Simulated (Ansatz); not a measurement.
# How methods differ on SiHClF (SMILES F[SiH]Cl)

SiHClF: 4 atoms, total charge 0, spin state doublet. As SMILES, `F[SiH]Cl`. The coordinates come from a GFN2-xTB relaxation.

| atom | x (Å) | y (Å) | z (Å) |
| --- | --- | --- | --- |
| F | -0.9929 | -0.3423 | 1.0625 |
| Si | -0.2049 | -0.2232 | -0.3474 |
| Cl | 1.7326 | -0.5466 | 0.0755 |
| H | -0.5348 | 1.1122 | -0.7905 |

Quantity: the energy change with the F1–Si2 bond stretched from 1.620 to 2.025 Å, in eV. The values are calculated.

```tsv
level	kind	program	value (eV)	less FCI/STO-3G	CPU time (all runs)
USVWN5/STO-3G	LDA	Ansatz	1.44	+0.17	2.5 s
U-revPBE/STO-3G	GGA	Ansatz	1.16	-0.11	4.6 s
UBLYP/STO-3G	GGA	Ansatz	1.18	-0.09	4.6 s
UBHLYP/STO-3G	global hybrid	Ansatz	1.68	+0.41	4.7 s
UCAM-B3LYP/STO-3G	range-separated hybrid	Ansatz	1.60	+0.33	5.7 s
UMP2/STO-3G	perturbation theory	Ansatz	1.94	+0.67	0.77 s
UBCCD(T)/STO-3G	coupled cluster or CI	Ansatz	1.31	+0.04	1.3 s
UCCSD/STO-3G	coupled cluster or CI	Ansatz	1.28	+0.01	1.1 s
FCI/STO-3G	exact in the basis	Ansatz	1.27	0.00	4.3 s
```

FCI/STO-3G is exact within its basis and frozen core, so for wave-function methods in that basis the difference is their error; functionals converge differently with the basis, so for them it is only a difference. The first shape isn't each level's own minimum. The values span 1.16 to 1.94 eV. Spin contamination of the reference (⟨S²⟩ at least 0.1 too high) touches UMP2/STO-3G, UBCCD(T)/STO-3G, UCCSD/STO-3G. All rows use very small basis sets, so none should be taken for the real molecule's value. In so small a basis fixed costs decide the times, and correlated methods can beat functionals. CPU times are rough (shared hosts, several kinds of processor and program).

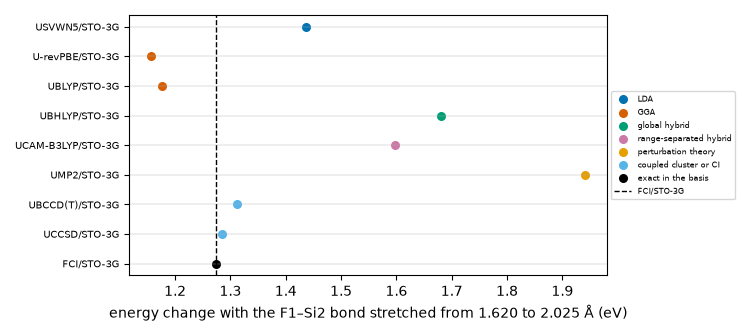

The values of the table, level by level.
